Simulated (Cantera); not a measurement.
Charge: 1 mol SiH2Cl2, 0.035 mol CH4, 2.7 mol H2, at 2323 K.

Equilibrium computed with Cantera from the NASA thermochemical tables; the gas is ideal and each condensed phase is pure. Candidate condensed phases: C, C6H6, C7H8, C8H18, Si, SiC; 109 gas species. Mutual solubility and eutectic melting of coexisting phases are not modelled. The tables' values for SiCl, SiCl3 are old estimates; treat these amounts as uncertain. Gases not in the tables: Si2H6 and higher silanes. Equilibrium is a limit: real reactors are often held back by kinetics, nucleation or transport.

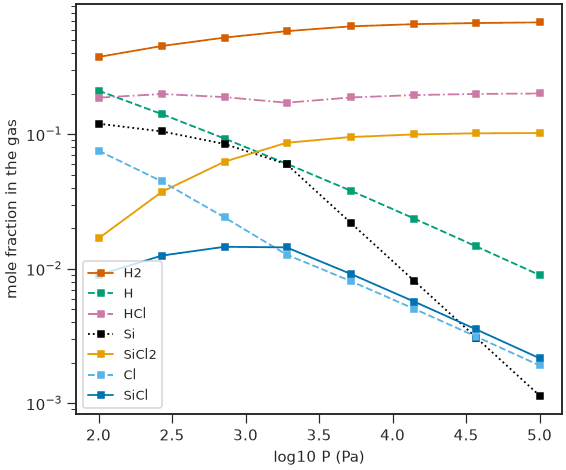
Fig. 1. Equilibrium gas composition (values under 1e-9 drawn at 1e-9)

From 0.00100 bar to 0.00720 bar nothing is condensed. From 0.0190 bar to 1.00 bar the condensed part is Si(l) + SiC(s). The main Si-bearing gas is Si at 0.00100 bar and SiCl2 at 1.00 bar.
